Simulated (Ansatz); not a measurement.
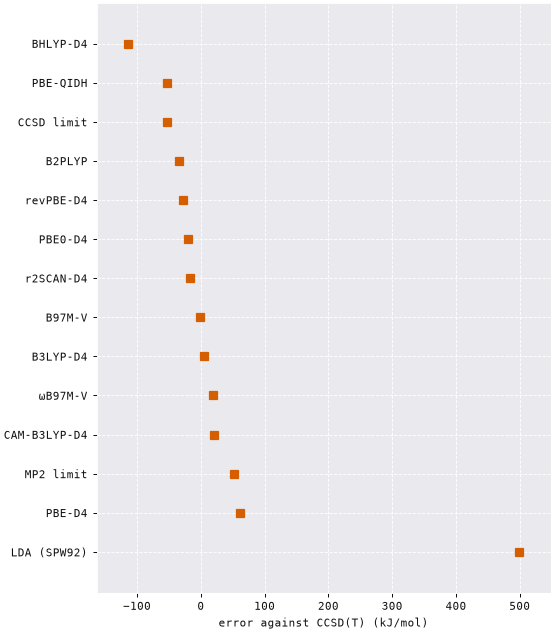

Error in the electronic atomisation energy (method less reference, so positive means overbinding) of CH₅NOSi, SMILES CO[Si]N: functionals in def2-TZVPP against frozen-core CCSD(T) at the limit (MP2 extrapolated from triple and quadruple zeta, plus CCSD(T) less MP2 in a smaller set), which gives 3350.8 kJ/mol, at a PBE0-D4/def2-TZVP geometry (a minimum by its frequencies), no zero-point or spin-orbit term, the Ansatz code. The reference leaves out core correlation, a term that grows with the number of heavy atoms. PBE-QIDH and B2PLYP hold a correlation term that converges slowly with the basis, so part of the distance to the limit is basis error. No dispersion term is added to PBE-QIDH and B2PLYP. Limit means the basis limit.

Question: Which of these levels overbind, and which underbind?

Answer: Overbind: CAM-B3LYP-D4, MP2 limit, PBE-D4 and LDA (SPW92). Underbind: BHLYP-D4, PBE-QIDH, CCSD limit, B2PLYP and revPBE-D4. Within 20 kJ/mol of zero, too close to call in view of what the reference leaves out: PBE0-D4, r2SCAN-D4, B97M-V, B3LYP-D4 and ωB97M-V.

Question: What range do the values span?

Answer: From −114.5 kJ/mol (BHLYP-D4) to 499.3 kJ/mol (LDA (SPW92)).

Limits of at least one run: one conformer of a flexible molecule.
